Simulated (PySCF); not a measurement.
# Eu³⁺, Eu⁴⁺: ionisation energy with spin-orbit coupling

Aim: the ionisation energy of europium from differences of total energies, at each level of theory, and how far each lands from the tabulated value where there is one.

The numbers are computed with PySCF 2.14.0 (two-component X2C-1e, generalised determinants), except any that are marked as measured or tabulated.

### 1 What is computed

- Element: europium (Z = 63)
- Basis: x2c-QZVPPall-2c (16s16p12d6f4g1h, 213 functions)
- Hamiltonian: two-component X2C-1e, Gaussian nucleus, no Breit or QED terms; spin-orbit coupling, run by run: off; screened by Boettger's factors
- Core shells frozen in the correlated runs: [Ar] 3d10 (for Eu³⁺)
- State 1: Eu³⁺: [Xe] 4f6; 4f5/2 filled at m_j = -5/2, -3/2, -1/2, +1/2, +3/2, +5/2
- State 2: Eu⁴⁺: [Xe] 4f5; 4f5/2 filled at m_j = -3/2, -1/2, +1/2, +3/2, +5/2
- Methods: GHF, GMP2

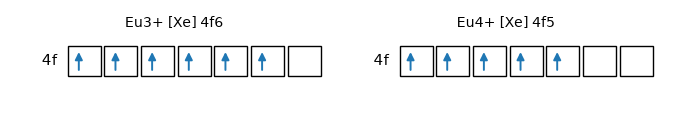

Outer shells as boxes.

All steps ran in one process of a driver on top of PySCF, which takes the settings above as its task.

The driver's launch:

```
$ OMP_NUM_THREADS=4 python sorun2.py TASK.json OUT
```

The integrals over 213 functions and the set-up took 66 s of CPU time.

### 2 Eu³⁺

GHF (spin-free):

Log:

```text
cycle= 1 E= -10835.3222552543  delta_E= -1.08e+04  |FDS-SDF|= 0.0834
cycle= 2 E= -10835.3819797553  delta_E= -0.0597  |FDS-SDF|= 0.0631
cycle= 3 E= -10835.4185014975  delta_E= -0.0365  |FDS-SDF|= 0.0072
cycle= 4 E= -10835.4195091154  delta_E= -0.00101  |FDS-SDF|= 0.00132
cycle= 5 E= -10835.4195683754  delta_E= -5.93e-05  |FDS-SDF|= 0.000208
cycle= 6 E= -10835.4195701691  delta_E= -1.79e-06  |FDS-SDF|= 3.62e-05
cycle= 7 E= -10835.4195702220  delta_E= -5.29e-08  |FDS-SDF|= 8.18e-06
cycle= 8 E= -10835.4195702242  delta_E= -2.2e-09  |FDS-SDF|= 4.31e-06
```

Time after the integrals: 28 s (4 threads of Neoverse-V1, shared host).

Occupied spinors (without spin-orbit coupling the j labels only name the start):

| spinor shell | electrons | mean energy (eV) | weight of the nominal j | rms radius (bohr) |
| --- | --- | --- | --- | --- |
| 1s1/2 | 2 | -48791.9 | 1.000 | 0.0254 |
| 2s1/2 | 2 | -8157.9 | 1.000 | 0.103 |
| 2p1/2 | 2 | -7266.3 | 0.667 | 0.0925 |
| 2p3/2 | 4 | -7266.2 | 0.833 | 0.0925 |
| 3s1/2 | 2 | -1870.5 | 1.000 | 0.266 |
| 3p1/2 | 2 | -1587.8 | 0.667 | 0.266 |
| 3p3/2 | 4 | -1586.8 | 0.833 | 0.266 |
| 3d3/2 | 4 | -1207.8 | 0.700 | 0.245 |
| 3d5/2 | 6 | -1207.0 | 0.800 | 0.244 |
| 4s1/2 | 2 | -419.62 | 1.000 | 0.601 |
| 4p1/2 | 2 | -324.74 | 0.667 | 0.638 |
| 4p3/2 | 4 | -322.97 | 0.833 | 0.638 |
| 4d3/2 | 4 | -187.44 | 0.700 | 0.704 |
| 4d5/2 | 6 | -185.61 | 0.800 | 0.704 |
| 5s1/2 | 2 | -83.468 | 1.000 | 1.46 |
| 5p1/2 | 2 | -57.353 | 0.667 | 1.66 |
| 5p3/2 | 4 | -56.720 | 0.833 | 1.67 |
| 4f5/2 | 6 | -46.430 | 0.500 | 0.939 |

M_J = 0, ⟨J²⟩ = 6.012, ⟨L²⟩ = 12.007, ⟨S²⟩ = 12.005.

GMP2 (spin-free):

No log was kept for this step.

Time after the integrals: 29 s (4 threads of Neoverse-V1, shared host).

With 32 electrons correlated and 34 very high virtual spinors dropped, the MP2 correlation energy is -1.45616 hartree. Largest pairs: 4d5/2-4f5/2 -0.1762, 4d3/2-4f5/2 -0.1124, 4d3/2-4d5/2 -0.1072, 4f5/2-5p3/2 -0.1044, 4f5/2-4f5/2 -0.1018.

GHF (screened spin-orbit):

Log:

```text
cycle= 1 E= -10841.9480123299  delta_E= -1.08e+04  |FDS-SDF|= 0.178
cycle= 2 E= -10842.0157777035  delta_E= -0.0678  |FDS-SDF|= 0.0614
cycle= 3 E= -10842.0428916523  delta_E= -0.0271  |FDS-SDF|= 0.0327
cycle= 4 E= -10842.0524536917  delta_E= -0.00956  |FDS-SDF|= 0.00297
cycle= 5 E= -10842.0530397825  delta_E= -0.000586  |FDS-SDF|= 0.00234
cycle= 6 E= -10842.0536126586  delta_E= -0.000573  |FDS-SDF|= 0.00192
cycle= 7 E= -10842.0548066621  delta_E= -0.00119  |FDS-SDF|= 0.000731
cycle= 8 E= -10842.0549136879  delta_E= -0.000107  |FDS-SDF|= 0.000556
cycle= 9 E= -10842.0550056941  delta_E= -9.2e-05  |FDS-SDF|= 0.000307
cycle= 10 E= -10842.0550365555  delta_E= -3.09e-05  |FDS-SDF|= 9.5e-05
cycle= 11 E= -10842.0550381746  delta_E= -1.62e-06  |FDS-SDF|= 4.63e-05
cycle= 12 E= -10842.0550383957  delta_E= -2.21e-07  |FDS-SDF|= 3.47e-05
cycle= 13 E= -10842.0550386221  delta_E= -2.26e-07  |FDS-SDF|= 1.35e-05
cycle= 14 E= -10842.0550386522  delta_E= -3.01e-08  |FDS-SDF|= 6.35e-06
cycle= 15 E= -10842.0550386559  delta_E= -3.67e-09  |FDS-SDF|= 4.68e-06
```

It took 66 s on 4 threads of Neoverse-V1, shared host, the integrals not counted.

The outer occupied spinors:

| spinor shell | electrons | mean energy (eV) | weight of the nominal j | rms radius (bohr) |
| --- | --- | --- | --- | --- |
| 4p1/2 | 2 | -346.39 | 0.970 | 0.619 |
| 4p3/2 | 4 | -313.40 | 0.985 | 0.646 |
| 4d3/2 | 4 | -192.85 | 0.705 | 0.701 |
| 4d5/2 | 6 | -181.76 | 0.804 | 0.706 |
| 5s1/2 | 2 | -83.416 | 1.000 | 1.46 |
| 5p1/2 | 2 | -60.626 | 0.932 | 1.60 |
| 5p3/2 | 4 | -55.283 | 0.966 | 1.70 |
| 4f5/2 | 6 | -46.370 | 0.565 | 0.939 |

M_J = 0, ⟨J²⟩ = 5.436, ⟨L²⟩ = 11.878, ⟨S²⟩ = 11.867. A second start ended at -10841.92485 hartree. Rows whose weight is well below 1 mix j = l ± 1/2: exchange competes with spin-orbit coupling there.

The determinant has a definite M_J but mixes levels of different J.

GMP2 (screened spin-orbit):

The driver printed no log here.

It took 19 s on 4 threads of Neoverse-V1, shared host, the integrals not counted.

With 32 electrons correlated and 34 very high virtual spinors dropped, the MP2 correlation energy is -1.45830 hartree. Largest pairs: 4d5/2-4f5/2 -0.2070, 4f5/2-5p3/2 -0.1068, 4f5/2-4f5/2 -0.1025, 4d3/2-4d5/2 -0.0996, 4d5/2-4d5/2 -0.0982.

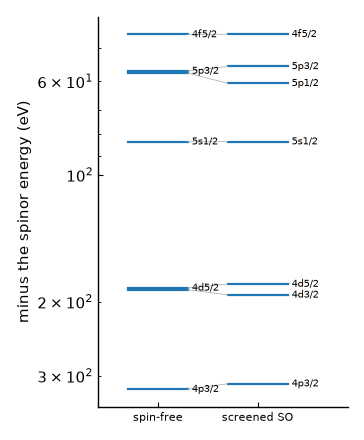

The highest 7 spinor levels of Eu³⁺ on a logarithmic scale, without and with spin-orbit coupling.

### 3 Eu⁴⁺: the ladder of methods

GHF (spin-free):

Log:

```text
cycle= 1 E= -10833.8517082280  delta_E= -1.08e+04  |FDS-SDF|= 0.0703
cycle= 2 E= -10833.9021812033  delta_E= -0.0505  |FDS-SDF|= 0.0395
cycle= 3 E= -10833.9162724694  delta_E= -0.0141  |FDS-SDF|= 0.00736
cycle= 4 E= -10833.9169455622  delta_E= -0.000673  |FDS-SDF|= 0.000923
cycle= 5 E= -10833.9169687927  delta_E= -2.32e-05  |FDS-SDF|= 0.000136
cycle= 6 E= -10833.9169693751  delta_E= -5.82e-07  |FDS-SDF|= 3.09e-05
cycle= 7 E= -10833.9169694112  delta_E= -3.61e-08  |FDS-SDF|= 1.06e-05
cycle= 8 E= -10833.9169694156  delta_E= -4.37e-09  |FDS-SDF|= 4.32e-06
```

Time after the integrals: 27 s (4 threads of Neoverse-V1, shared host).

Occupied spinors (without spin-orbit coupling the j labels only name the start):

| spinor shell | electrons | mean energy (eV) | weight of the nominal j | rms radius (bohr) |
| --- | --- | --- | --- | --- |
| 1s1/2 | 2 | -48813.3 | 1.000 | 0.0254 |
| 2s1/2 | 2 | -8180.2 | 1.000 | 0.103 |
| 2p1/2 | 2 | -7288.5 | 0.667 | 0.0925 |
| 2p3/2 | 4 | -7288.4 | 0.833 | 0.0925 |
| 3s1/2 | 2 | -1894.0 | 1.000 | 0.266 |
| 3p1/2 | 2 | -1611.4 | 0.667 | 0.266 |
| 3p3/2 | 4 | -1610.1 | 0.833 | 0.266 |
| 3d3/2 | 4 | -1231.3 | 0.700 | 0.245 |
| 3d5/2 | 6 | -1230.0 | 0.800 | 0.244 |
| 4s1/2 | 2 | -442.14 | 1.000 | 0.599 |
| 4p1/2 | 2 | -347.34 | 0.667 | 0.635 |
| 4p3/2 | 4 | -344.90 | 0.833 | 0.635 |
| 4d3/2 | 4 | -209.72 | 0.700 | 0.698 |
| 4d5/2 | 6 | -206.42 | 0.800 | 0.698 |
| 5s1/2 | 2 | -100.43 | 1.000 | 1.41 |
| 5p1/2 | 2 | -73.053 | 0.667 | 1.59 |
| 5p3/2 | 4 | -72.286 | 0.833 | 1.60 |
| 4f5/2 | 5 | -67.494 | 0.571 | 0.883 |

M_J = 5/2, ⟨J²⟩ = 13.761, ⟨L²⟩ = 30.008, ⟨S²⟩ = 8.753.

GMP2 (spin-free):

No log was kept for this step.

It took 18 s on 4 threads of Neoverse-V1, shared host, the integrals not counted.

With 31 electrons correlated and 34 very high virtual spinors dropped, the MP2 correlation energy is -1.37182 hartree. Largest pairs: 4d5/2-4f5/2 -0.1581, 4d3/2-4d5/2 -0.1098, 4d5/2-4d5/2 -0.0976, 4d3/2-4f5/2 -0.0950, 4f5/2-5p3/2 -0.0835.

GHF (screened spin-orbit):

Log:

```text
cycle= 1 E= -10840.4870450297  delta_E= -1.08e+04  |FDS-SDF|= 0.172
cycle= 2 E= -10840.5457681812  delta_E= -0.0587  |FDS-SDF|= 0.0383
cycle= 3 E= -10840.5565261325  delta_E= -0.0108  |FDS-SDF|= 0.0218
cycle= 4 E= -10840.5608114192  delta_E= -0.00429  |FDS-SDF|= 0.00287
cycle= 5 E= -10840.5613919455  delta_E= -0.000581  |FDS-SDF|= 0.00236
cycle= 6 E= -10840.5620791026  delta_E= -0.000687  |FDS-SDF|= 0.00191
cycle= 7 E= -10840.5633622273  delta_E= -0.00128  |FDS-SDF|= 0.000588
cycle= 8 E= -10840.5634159435  delta_E= -5.37e-05  |FDS-SDF|= 0.000428
cycle= 9 E= -10840.5634562874  delta_E= -4.03e-05  |FDS-SDF|= 0.000256
cycle= 10 E= -10840.5634722832  delta_E= -1.6e-05  |FDS-SDF|= 0.000105
cycle= 11 E= -10840.5634744826  delta_E= -2.2e-06  |FDS-SDF|= 6.08e-05
cycle= 12 E= -10840.5634749163  delta_E= -4.34e-07  |FDS-SDF|= 4.84e-05
cycle= 13 E= -10840.5634753951  delta_E= -4.79e-07  |FDS-SDF|= 3.1e-05
cycle= 14 E= -10840.5634756661  delta_E= -2.71e-07  |FDS-SDF|= 1.17e-05
cycle= 15 E= -10840.5634756863  delta_E= -2.02e-08  |FDS-SDF|= 6.79e-06
cycle= 16 E= -10840.5634756919  delta_E= -5.57e-09  |FDS-SDF|= 3.55e-06
```

Time after the integrals: 95 s (4 threads of Neoverse-V1, shared host).

The outer occupied spinors:

| spinor shell | electrons | mean energy (eV) | weight of the nominal j | rms radius (bohr) |
| --- | --- | --- | --- | --- |
| 4p1/2 | 2 | -368.77 | 0.976 | 0.617 |
| 4p3/2 | 4 | -335.40 | 0.988 | 0.644 |
| 4d3/2 | 4 | -216.78 | 0.727 | 0.695 |
| 4d5/2 | 6 | -201.43 | 0.818 | 0.701 |
| 5s1/2 | 2 | -100.37 | 1.000 | 1.41 |
| 5p1/2 | 2 | -76.451 | 0.957 | 1.54 |
| 5p3/2 | 4 | -70.793 | 0.978 | 1.62 |
| 4f5/2 | 5 | -67.468 | 0.645 | 0.883 |

M_J = 5/2, ⟨J²⟩ = 12.988, ⟨L²⟩ = 29.750, ⟨S²⟩ = 8.652. A second start ended at -10840.43365 hartree. Rows whose weight is well below 1 mix j = l ± 1/2: exchange competes with spin-orbit coupling there.

The determinant has a definite M_J but mixes levels of different J.

GMP2 (screened spin-orbit):

This step left no log, only its results.

Time after the integrals: 18 s (4 threads of Neoverse-V1, shared host).

With 31 electrons correlated and 34 very high virtual spinors dropped, the MP2 correlation energy is -1.37372 hartree. Largest pairs: 4d5/2-4f5/2 -0.2005, 4d5/2-4d5/2 -0.1200, 4d3/2-4d5/2 -0.0993, 4f5/2-5p3/2 -0.0844, 4d5/2-5p3/2 -0.0713.

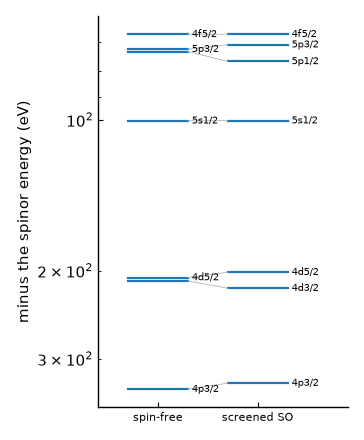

The highest 7 spinor levels of Eu⁴⁺ on a logarithmic scale, without and with spin-orbit coupling.

### 4 Differences of total energies

Ionisation energy: Eu³⁺ [Xe] 4f6 [4f5/2^6, M_J = 0] → Eu⁴⁺ [Xe] 4f5 [4f5/2^5, M_J = 5/2].

| method | value (eV) | less the reference (eV) | CPU time, both states (s) |
| --- | --- | --- | --- |
| GHF (spin-free) | 40.888 | -2.052 | 200 |
| GMP2 (spin-free) | 43.183 | +0.243 | 330 |
| GHF (screened spin-orbit) | 40.587 | -2.353 | 570 |
| GMP2 (screened spin-orbit) | 42.889 | -0.051 | 700 |

Reference: 42.94 ± 0.11 eV (semi-empirical (NIST evaluation); NIST Atomic Spectra Database, ionization energies). The spin-free rows have the spin-orbit operator switched off. The determinant of Eu3+ mixes levels of different J (the jj label is only the starting occupation), so the difference between spin-free and spin-orbit rows is not the physical spin-orbit shift.

Times are CPU seconds on a shared host without the integrals; correlated rows include their Hartree-Fock run.

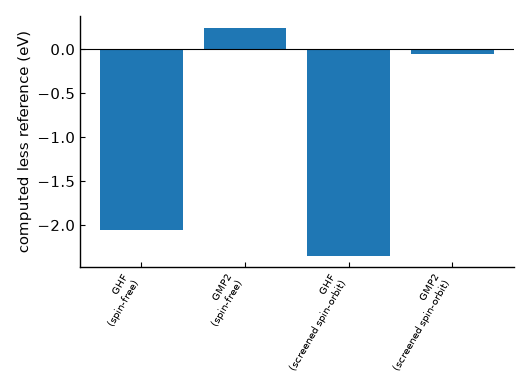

Computed less reference values by method, where the reference is not like for like or is itself uncertain.

### 5 Summary of results

| quantity | value |
| --- | --- |
| ionisation energy, Eu³⁺ | GHF (spin-free) 40.888, GMP2 (screened spin-orbit) 42.889 eV; reference 42.94 ± 0.11 |

The methods span 2.595 eV, from GHF (screened spin-orbit) (40.587) to GMP2 (spin-free) (43.183). The reference is uncertain or not like for like (spin-orbit coupling or other relativistic terms), so no ranking of close methods is drawn. All values hold for this basis alone; no basis-set limit was taken.
